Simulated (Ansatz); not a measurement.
Input file:

```
crystal:
  periodic: [false, false, false]
  atoms:
    - {symbol: Ga, position_ang: [-0.320380, 0.331340, -0.127807]}
    - {symbol: H, position_ang: [-0.139839, -1.118672, 0.841299]}
    - {symbol: Cl, position_ang: [-1.413929, 0.019884, -1.908807]}
    - {symbol: Cl, position_ang: [-0.431052, 2.100859, 1.021703]}
    - {symbol: H, position_ang: [0.798789, -0.996295, 0.439600]}
    - {symbol: F, position_ang: [1.506412, -0.337016, -0.265888]}
basis:
  gaussian: {orbitals: def2-TZVPP}
hamiltonian: {xc: pbe0, dispersion: d4}
output: {orbitals: {seedname: orbitals}}
```

Launched as:

```sh
ansatz run in.yaml --threads 4 --pin off --events-out ev --progress --plain --max-ram 9574MiB
```

A transition-state structure; geometry: PBE0-D4/def2-TZVP.

These are results of RKS PBE0-D4/def2-TZVPP in Ansatz, not measurements.

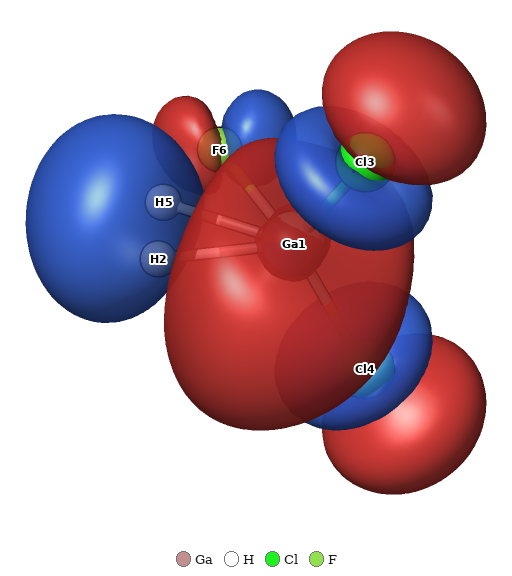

Cl2FGaH2. The LUMO at ±0.06 Å⁻³ᐟ² (red and blue are the two phases), seen at an oblique angle.

Describe this orbital and give its energy.

Answer. By Hirshfeld shares it lies mainly on Ga1 (about 40 %), Cl3 (about 15 %), Cl4 (about 15 %), H5 (about 10 %) and H2 (about 10 %). Its energy is −1.59 eV.
